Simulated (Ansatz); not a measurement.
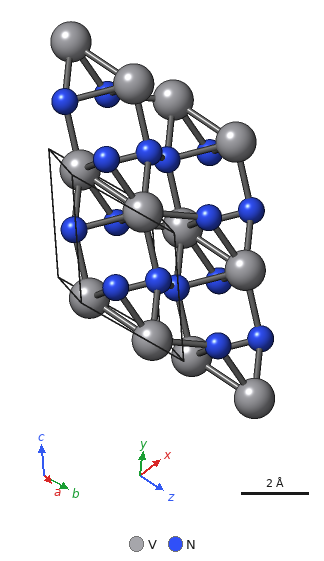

Energy scan for solid VN2 (I4/mcm), in which the ratio of the cell's length along z to its lengths across, counted as 1 for the reference, is changed at fixed volume (a c/a path), with the atoms kept at their fractional coordinates. x, y and z are the Cartesian axes of the input. The picture shows the reference cell. The picture is a ball-and-stick view of the cell of the calculation, repeated 1 × 2 × 2 with one cell outlined, seen slightly off an axis.

Computed with DFT PBE, scalar-relativistic, plane waves, PAW in Ansatz. Settings: plane-wave cutoff 420 eV; k-point mesh 18 × 18 × 18; occupations gaussian; smearing width 0.15 eV; no spin polarisation. Energies (free energies at the smearing named) are counted from the relaxed crystal.

The input:
```yaml
crystal:
  lattice:
    - [-2.1533489896, 2.1533489896, 2.4842410747]
    - [2.1533489896, -2.1533489896, 2.4842410747]
    - [2.1533489896, 2.1533489896, -2.4842410747]
  atoms:
    - { symbol: V, position: [0.25, 0.25, 0.0] }
    - { symbol: V, position: [0.75, 0.75, 0.0] }
    - { symbol: "N", position: [0.1135731475, 0.6135731475, 0.727146295] }
    - { symbol: "N", position: [0.6135731475, 0.8864268525, 0.5] }
    - { symbol: "N", position: [0.8864268525, 0.3864268525, 0.272853705] }
    - { symbol: "N", position: [0.3864268525, 0.1135731475, 0.5] }
basis:
  ecutwfc: 420
kpoints:
  mp_grid: { grid: [18, 18, 18] }
hamiltonian:
  xc: pbe
scf:
  occupations: { method: gaussian, width: 0.15 }
output:
  forces: true
  stress: true
  eigenvalues: true
  write_density: true
  write_potential: true
  elf: true
  volumetric_format: npy
```

Run as
```bash
ansatz run input.yaml --threads 1 --pin off --max-ram 2560MiB --backend cpu --events-out ev --progress --plain --runs-dir out
```

Question: Predict the energy profile (the relative ratio: 0.85, 0.92, 0.96, 1.00, 1.05, 1.10, 1.20).

Answer:
```
axial ratio over its reference value  ΔE (meV/atom)
                                0.85          280.6
                                0.92           67.5
                                0.96           15.0
                                1.00            0.0
                                1.05           16.4
                                1.10           63.7
                                1.20          247.3
```

Of the computed points the lowest is at the relative ratio 1.00, 0.0 meV/atom. The end points stand at 280.6 meV/atom (0.85) and 247.3 meV/atom (1.20). The distortion keeps the space group I4/mcm. At the relative ratio 1.20 the cell of the drawing goes a 3.930 → 4.010 Å, b 3.930 → 4.010 Å, c 3.930 → 4.010 Å, α 113.6° → 119.3°, β 113.6° → 119.3°, γ 101.6° → 91.2°.
